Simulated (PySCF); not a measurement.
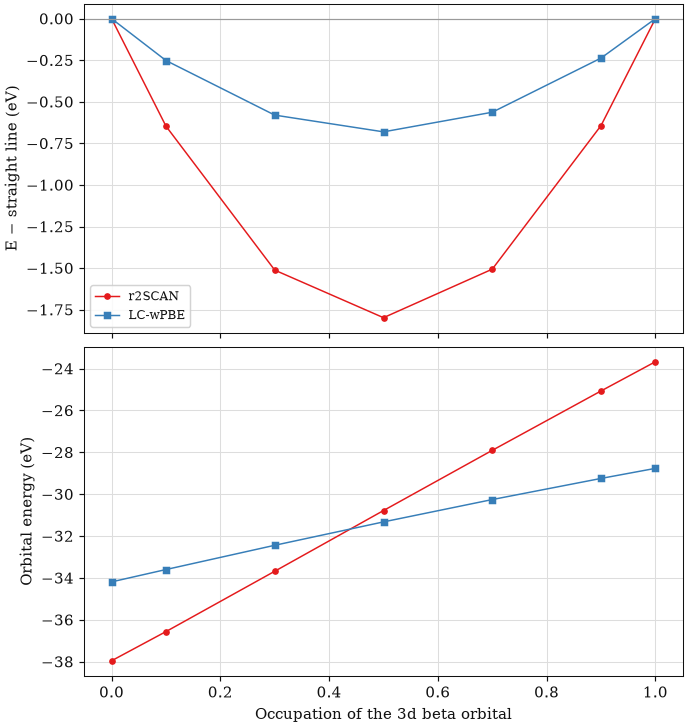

One 3d beta orbital of Fe²⁺ ([Ar] 3d⁶) is emptied in steps. The plot gives the energy less the straight line between the integer ends; the lower panel gives the orbital energy. PySCF, aug-cc-pVTZ-DK, spin-free X2C-1e, unrestricted single determinants, no spin-orbit coupling.

Q: What do the curves say about each method?

A: r2SCAN: convex (delocalisation error), largest departure −1.8 eV, removal energy 30.80 eV, orbital energy from −23.7 eV when full to −38.0 eV when empty; LC-wPBE: convex (delocalisation error), largest departure −0.68 eV, removal energy 31.38 eV, orbital energy from −28.8 eV when full to −34.2 eV when empty. The measured removal energy is 30.65 eV. The exact energy is a straight line between whole electron numbers.
